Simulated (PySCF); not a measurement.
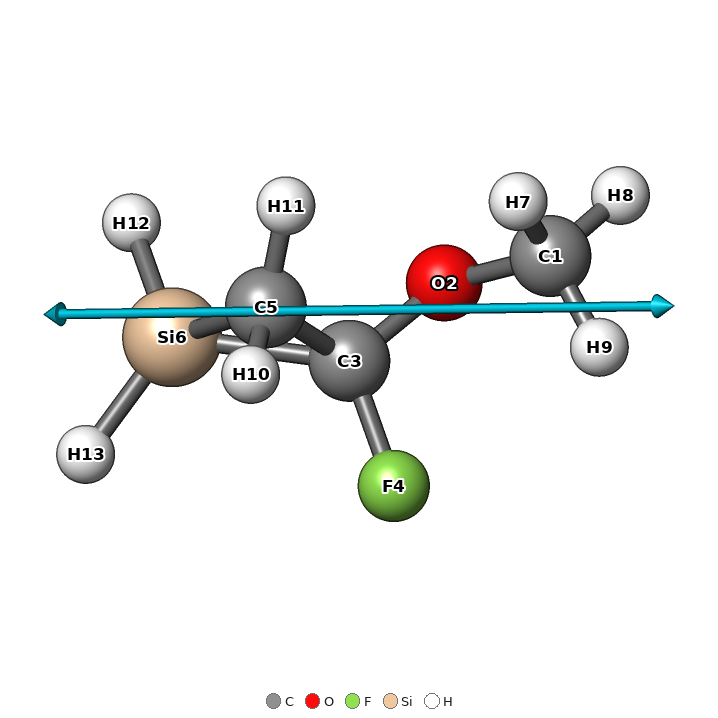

The double arrow shows the direction of the transition dipole to excited singlet state 1 (its length means nothing). Computed geometry: PBE0-D3(BJ)/def2-SVP optimisation. No frequency run is at hand to confirm it as a minimum. Properties computed with TDDFT CAM-B3LYP/def2-SVPD, vertical, gas phase, core orbitals frozen in the response (PySCF 2.14.0).

**Give its energy, strength and character.**

6.25 eV (198 nm), oscillator strength 0.14, mainly HOMO → LUMO (weight 0.91); transition dipole 2.44 D.
